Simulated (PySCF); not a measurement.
# C4H12N2OSi2: what the fields show

```yaml
atoms:
  - { symbol: C, position_ang: [2.9441, 0.6888, -0.6651] }
  - { symbol: C, position_ang: [2.2542, 0.6954, 0.6897] }
  - { symbol: O, position_ang: [1.3155, -0.3321, 0.8122] }
  - { symbol: Si, position_ang: [-0.0687, -0.5248, -0.0227] }
  - { symbol: C, position_ang: [-0.7383, -2.0808, 0.8937] }
  - { symbol: C, position_ang: [-2.0829, -2.2946, 0.4969] }
  - { symbol: N, position_ang: [-3.1701, -2.3997, 0.1475] }
  - { symbol: Si, position_ang: [-1.4611, 1.3011, 0.1548] }
  - { symbol: N, position_ang: [-2.9071, 0.8620, -0.6583] }
  - { symbol: H, position_ang: [2.2248, 0.9101, -1.4492] }
  - { symbol: H, position_ang: [3.7333, 1.4350, -0.6840] }
  - { symbol: H, position_ang: [3.3761, -0.2906, -0.8537] }
  - { symbol: H, position_ang: [2.9885, 0.5425, 1.4878] }
  - { symbol: H, position_ang: [1.7585, 1.6612, 0.8483] }
  - { symbol: H, position_ang: [0.2314, -0.9898, -1.3921] }
  - { symbol: H, position_ang: [-0.7041, -1.9308, 1.9731] }
  - { symbol: H, position_ang: [-0.1447, -2.9627, 0.6547] }
  - { symbol: H, position_ang: [-1.6339, 1.7508, 1.5577] }
  - { symbol: H, position_ang: [-0.9790, 2.5010, -0.5507] }
  - { symbol: H, position_ang: [-3.6496, 1.5351, -0.7534] }
  - { symbol: H, position_ang: [-3.2957, -0.0602, -0.5330] }
```

Geometry: GFN2-xTB.

Level of theory: PBE0/pcSseg-1, SCF density, gas phase, non-relativistic in PySCF 2.14.0.

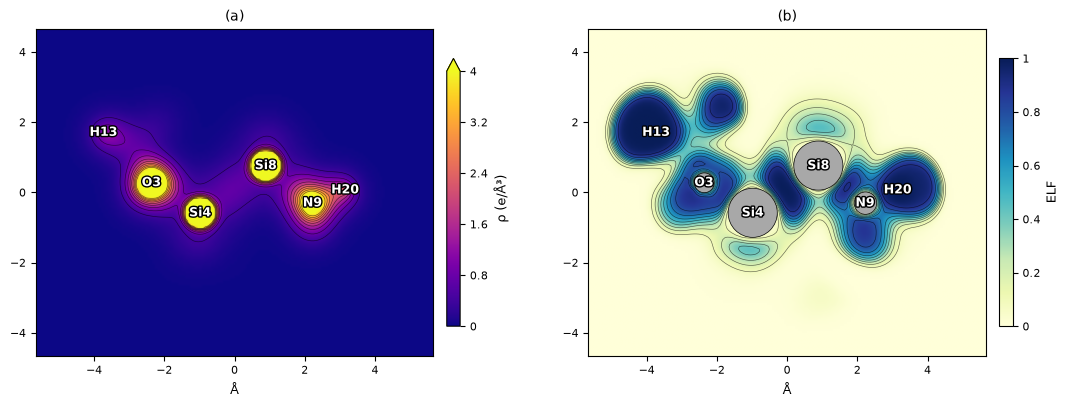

Figure 1. (a) electron density; (b) electron localisation function on the plane of atoms Si4, Si8 and N9. Grey discs cover the atomic cores in the ELF map.

**Read the bonding off the picture.**

The plane passes through O, Si, N and H nuclei.
Si–O (1.63 Å): ρ at the midpoint is about 1.2 e/Å³; the ELF peaks at about 0.85 between the atoms; a short, strongly polar bond.
Si–N (1.72 Å): ρ is about 1.1 e/Å³ halfway; the ELF peaks at about 0.90 between the atoms; a shared but strongly polarised pair.
Si–Si (2.30 Å): ρ at the midpoint is about 0.71 e/Å³; the ELF peaks at about 1 between the atoms; a covalent bond.
The ELF also peaks beside O3, away from the bonds: lone-pair regions.

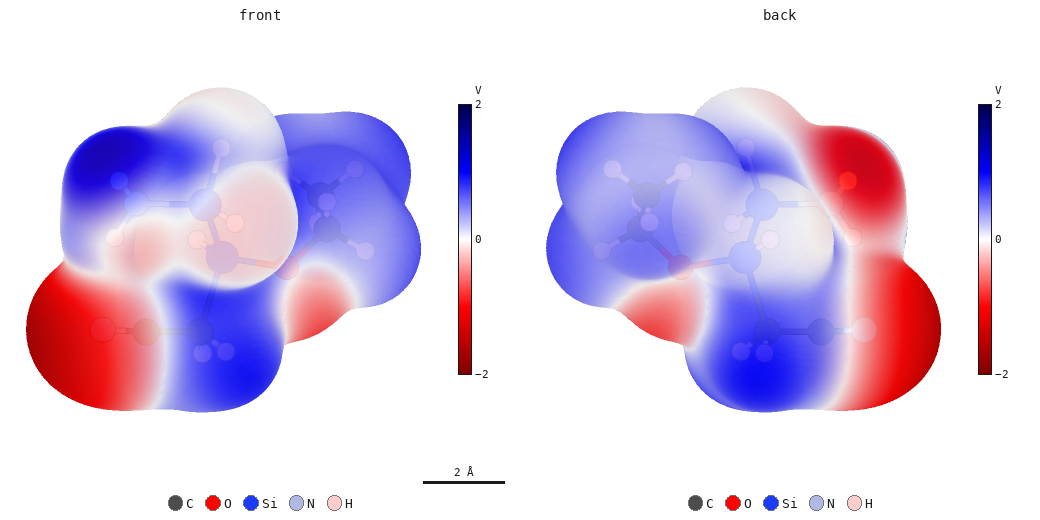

Figure 2. The molecular electrostatic potential painted on the density surface at 0.001 e/bohr³, seen from the front and from behind; the colour scale runs from red (negative) to blue (positive).

**Describe the electrostatic potential map.**

The most negative region (about −1.6 V) lies over N7, the most positive (about +1.2 V) over H20. N7 is the likeliest acceptor of a hydrogen bond.

**How polar is the molecule by this calculation?**

Its dipole moment is 3.70 D.
